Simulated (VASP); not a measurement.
Band structure of NiRu$_{3}$ (space group Fm-3m). Calculation: PBE GGA, VASP's PBE PAW potentials (set 64) (plane waves; VASP 6.6.1).

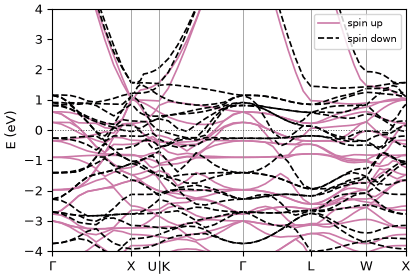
Figure: Bands along high-symmetry lines, zero at the valence-band maximum or, without a gap, the Fermi level

Problem. Read the plot: is there a gap, and where are the band edges?

Solution. It has no gap at this level: it comes out as a metal or semimetal.

The structure was generated: NiRu3 was put into an ordered model structure, which need not be its known phase. The cell was not relaxed at this level. The k-mesh is coarse (spacing up to 0.34 per Å, 2π included), so the numbers may not be converged in it.
